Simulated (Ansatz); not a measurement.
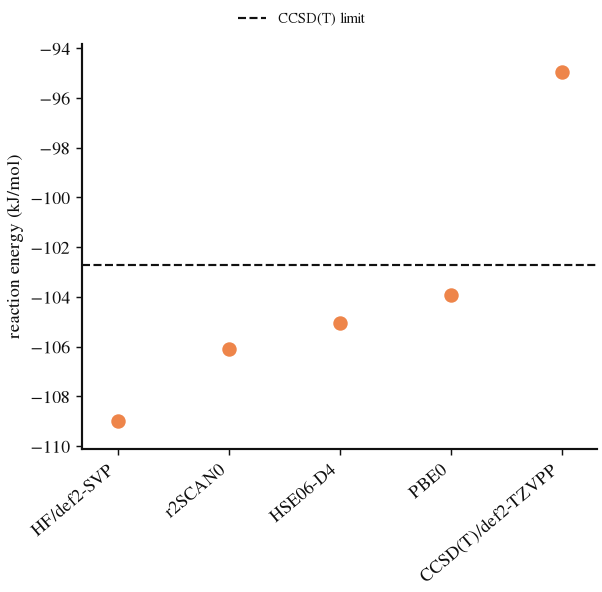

Electronic reaction energy of CH₅ClSn (Cl[CH2][SnH3]) + CH₄Se (C[SeH]) → CH₆SeSn (C[Se][SnH3]) + CH₃Cl (CCl) (SMILES in brackets) at several levels (functionals in def2-TZVPP unless a basis is named), isolated molecules at PBE0-D4 triple-zeta geometries, minima by their frequencies, no zero-point or thermal terms, the Ansatz code 0.2.0. The line is frozen-core CCSD(T) at the basis limit (MP2 extrapolated from triple and quadruple zeta, plus CCSD(T) less MP2 in a smaller set). No dispersion term is added to r2SCAN0 and PBE0. The distance of HF/def2-SVP and CCSD(T)/def2-TZVPP to the limit includes basis error. Core potentials past Kr. The limit lies 7.8 kJ/mol from CCSD(T)/def2-TZVPP, so the line itself is uncertain by a part of that.

### Which level comes closest to the line (CCSD(T) limit), and which misses most?

Closest PBE0 (−103.9 kJ/mol), against −102.7 kJ/mol; farthest CCSD(T)/def2-TZVPP (−95.0 kJ/mol).

### Give the values.

| level | kJ/mol | less CCSD(T) limit |
| --- | --- | --- |
| HF/def2-SVP | −109.0 | −6.3 |
| r2SCAN0 | −106.1 | −3.4 |
| HSE06-D4 | −105.0 | −2.3 |
| PBE0 | −103.9 | −1.2 |
| CCSD(T)/def2-TZVPP | −95.0 | 7.8 |
| CCSD(T) limit | −102.7 | 0.0 |

Known limits of this run: no scalar relativity up to krypton; outer-core shells are correlated without core-valence functions, which makes the correlated values less sure; spin-orbit coupling is left out, and with Sn it can shift these values.
